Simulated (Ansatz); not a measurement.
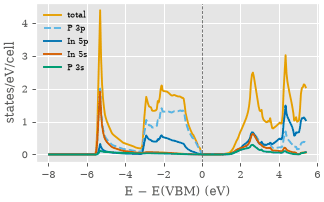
Figure. Total and projected density of states of InP (zinc blende, F-43m), DFT-PBE in the program Ansatz with PAW potentials

Q: Which orbitals carry the states next to the gap?

A: Top 1 eV of the valence band: P 3p 81 %, In 5p 16 %. Bottom 1 eV of the conduction band: In 5s 38 %, P 3p 27 %, P 3s 26 %, In 5p 7 %. Projections are on Löwdin-orthogonalised atomic valence shells; empty p or d shells of many metals are not among them.

Q: Where is the tallest occupied peak in this window, and what makes it?

A: Near -5.3 eV, about 4.4 states/eV per cell; the largest projected share is P 3p.

The cell was relaxed with PBE under the symmetry of its start. Spin–orbit coupling is left out wherever it is not named.

Potentials: the earlier of the program's two PAW sets.
